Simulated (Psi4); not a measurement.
**GaH2O2F (SMILES [OH][Ga]([OH])[F]) at wB97X/6-31G(d) (spherical functions)**

What is the vertical singlet–triplet gap of GaH2O2F at wB97X/6-31G* (spherical functions)? 

The results are computed with Psi4 1.11.

3 further runs of the same task are left out: 3 that didn't finish. Runs told in other sessions of the task aren't counted.

**1. Starting point**

GaH2O2F: 6 atoms, total charge 0, spin state singlet. As SMILES, `[OH][Ga]([OH])[F]`. The coordinates come from a PBE0-D4/def2-TZVP relaxation. This is one conformer, not always the lowest.

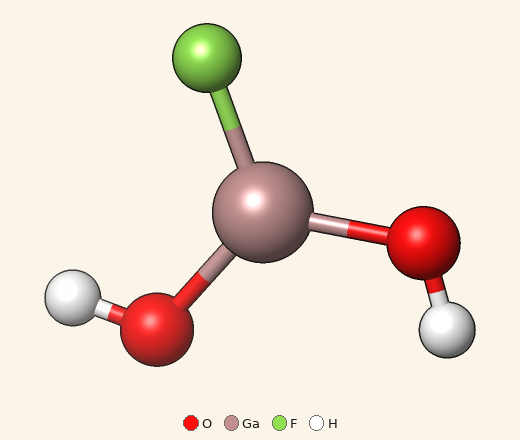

The structure, seen from a chosen angle (oxygen red, gallium pink, fluorine green, hydrogen white).

**2. Energy and forces at wB97X/6-31G(d) (spherical functions)**

The input, fgah2o2.inp:

```
memory 2.2 GB

molecule {
  0 1
  O     -0.297200     1.351000    -0.574800
  Ga    -0.068200    -0.342400    -0.117600
  O      0.794400    -0.842300     1.335300
  F     -0.722600    -1.588800    -1.144800
  H     -0.788800     1.459000    -1.392800
  H      1.124200    -0.100400     1.848500
  units angstrom
  symmetry c1
}

set {
  basis 6-31G*
  puream true
  e_convergence 1e-09
  d_convergence 1e-08
  scf_type pk
  dft_radial_points 99
  dft_spherical_points 590
}

gradient("wb97x")
print_variables()
```

Run with:

```sh
psi4 fgah2o2.inp fgah2o2.out -n 1
```

fgah2o2.out:

```text
[...]
  Running in c1 symmetry.
[...]
  Nuclear repulsion =  297.914371308642558
[...]
  Multiplicity = 1
[...]
  Nalpha       = 29
  Nbeta        = 29
[...]
    Number of basis functions: 78
[...]
   @RKS iter   1: -2174.40866639473097   -2.33108e+00   3.73728e-02 ADIIS/DIIS
[...]
   @RKS iter  13: -2176.13133828540231   -9.09495e-12   7.27324e-09 DIIS
[...]
    Orbital Energies [Eh]
    ---------------------
    Doubly Occupied:
       1A   -372.407113     2A    -46.003223     3A    -40.762585
       4A    -40.757203     5A    -40.756696     6A    -24.713075
       7A    -19.223764     8A    -19.223583     9A     -5.658800
      10A     -3.951304    11A     -3.941138    12A     -3.939828
      13A     -1.254734    14A     -1.131033    15A     -1.123045
      16A     -0.986903    17A     -0.986038    18A     -0.983408
      19A     -0.973912    20A     -0.972005    21A     -0.637808
      22A     -0.600897    23A     -0.545748    24A     -0.498946
      25A     -0.494077    26A     -0.470645    27A     -0.445946
      28A     -0.445322    29A     -0.424209
[...]
  @RKS Final Energy: -2176.13133828540231
   => Energetics <=
    Nuclear Repulsion Energy =            297.9143713086425578
    One-Electron Energy =               -3625.3321880382090967
    Two-Electron Energy =                1231.0087904654385511
    DFT Exchange-Correlation Energy =     -79.7223120212742202
    Empirical Dispersion Energy =           0.0000000000000000
    VV10 Nonlocal Energy =                  0.0000000000000000
    Total Energy =                      -2176.1313382854027623
[...]
 Multipole Moments:
 ------------------------------------------------------------------------------------
     Multipole            Electronic (a.u.)      Nuclear  (a.u.)        Total (a.u.)
 ------------------------------------------------------------------------------------
 L = 1.  Multiply by 2.5417464519 to convert [e a0] to [Debye]
 Dipole X            :         -0.9626540            0.9789232            0.0162692
 Dipole Y            :         -2.2080416            2.9808926            0.7728510
 Dipole Z            :         -1.4959556            1.4885783           -0.0073772
 Magnitude           :                                                    0.7730574
[...]
  -Total Gradient:
     Atom            X                  Y                   Z
    ------   -----------------  -----------------  -----------------
       1       -0.002584425898    -0.004251420248    -0.004088156790
       2        0.001849258596     0.002331357992     0.002939066696
       3       -0.000467450682     0.005922737488    -0.001037583725
       4       -0.000112471150    -0.000069132895    -0.000178944240
       5        0.002475774357     0.000718169887     0.004074700006
       6       -0.001110792667    -0.004514041421    -0.001632711833
[...]
```

Wall time 16 s (1 thread of Intel Xeon 6975P-C (Granite Rapids), shared host); peak memory 0.9 GiB.

**3. The triplet at the same level**

The input, run.py:

```python
import psi4

psi4.set_memory('2200 MB')
psi4.set_num_threads(1)
psi4.set_output_file('fgah2o2.out', False)

m = psi4.geometry("""
0 3
O
Ga 1 1.76892
O 2 1.762072 1 123.2351
F 2 1.742668 3 117.83571 1 -179.98927
H 1 0.960447 2 113.20602 4 0.05324
H 3 0.960499 2 112.92419 4 -179.9743
symmetry c1
""")

psi4.set_options({
    'reference': 'uks',
    'puream': True,
    'e_convergence': 1e-09,
    'd_convergence': 1e-08,
    'scf_type': 'pk',
    'dft_radial_points': 99,
    'dft_spherical_points': 590,
    'maxiter': 100,
})

energy_value, wavefunction = psi4.gradient("wb97x/6-31G*", molecule=m, return_wfn=True)
psi4.oeprop(wavefunction, "QUADRUPOLE", "LOWDIN_CHARGES", "MULLIKEN_CHARGES")
print('gradient / Eh bohr^-1')
print(energy_value.np.round(6))
print(f'energy = {wavefunction.energy():.10f} Eh')
```

Run with:

```sh
python run.py
```

fgah2o2.out (excerpt; [...] marks lines left out):

```text
[...]
  Running in c1 symmetry.
[...]
  Nuclear repulsion =  297.914345323238706
[...]
  Multiplicity = 3
[...]
  Nalpha       = 30
  Nbeta        = 28
[...]
    Number of basis functions: 78
[...]
   @UKS iter   1: -2174.03820170644440   -1.96062e+00   3.78876e-02 ADIIS/DIIS
[...]
   @UKS iter  27: -2175.89445190807601   -3.04681e-11   8.88380e-09 DIIS
[...]
   @S^2 Observed:                2.026454220E+00
[...]
  @UKS Final Energy: -2175.89445190807601
   => Energetics <=
    Nuclear Repulsion Energy =            297.9143453232387060
    One-Electron Energy =               -3624.8764101626511547
    Two-Electron Energy =                1230.7252239582762741
    DFT Exchange-Correlation Energy =     -79.6576110269397901
    Empirical Dispersion Energy =           0.0000000000000000
    VV10 Nonlocal Energy =                  0.0000000000000000
    Total Energy =                      -2175.8944519080760074
  UHF NO Occupations:
  HONO-2 :   28  A 1.9887567
  HONO-1 :   29  A 1.0000000
[...]
  -Total Gradient:
     Atom            X                  Y                   Z
    ------   -----------------  -----------------  -----------------
       1        0.000008316414     0.021581557021     0.061508658029
       2        0.000032826265    -0.052599628610    -0.015567237223
       3       -0.000010657933     0.050353581881    -0.059526587260
       4       -0.000011141167    -0.020005339547    -0.010770431156
       5       -0.000020491595    -0.021137270743     0.010215164716
       6        0.000001017735     0.021698835425     0.014054921907
[...]
 Multipole Moments:
 ------------------------------------------------------------------------------------
     Multipole            Electronic (a.u.)      Nuclear  (a.u.)        Total (a.u.)
 ------------------------------------------------------------------------------------
 L = 1.  Multiply by 2.5417464519 to convert [e a0] to [Debye]
[...]
```

The script printed:

```text
gradient / Eh bohr^-1
[[ 8.0000e-06  2.1582e-02  6.1509e-02]
 [ 3.3000e-05 -5.2600e-02 -1.5567e-02]
 [-1.1000e-05  5.0354e-02 -5.9527e-02]
 [-1.1000e-05 -2.0005e-02 -1.0770e-02]
 [-2.0000e-05 -2.1137e-02  1.0215e-02]
 [ 1.0000e-06  2.1699e-02  1.4055e-02]]
energy = -2175.8944519081 Eh
```

It took 30 s on 1 thread of Intel Xeon 6975P-C (Granite Rapids), shared host; peak memory 0.91 GiB.

**4. What came out**

Level: wB97X/6-31G* (spherical functions).

| quantity | value |
| --- | --- |
| singlet: total energy | -2176.13134 Eh |
| singlet: dipole moment | 1.96 D |
| singlet: HOMO energy | -11.54 eV |
| singlet: LUMO energy | 0.85 eV |
| singlet: HOMO–LUMO gap | 12.39 eV |
| singlet: largest force on an atom | 0.331 eV/Å |
| triplet: total energy | -2175.89445 Eh |
| triplet: dipole moment | 3.04 D |
| triplet: HOMO energy (highest over α and β) | -5.33 eV |
| triplet: ⟨S²⟩ | 2.026 |
| triplet: largest force on an atom | 4.009 eV/Å |
| vertical energy of the triplet above the singlet | 6.446 eV |

What this shows: At this shape the triplet lies 6.45 eV (149 kcal/mol) above the singlet. The largest force (singlet) is 0.33 eV/Å: the shape isn't a stationary point for this species at this level. Mulliken charges (triplet) run from -0.48 on O1 to +0.45 on H5.
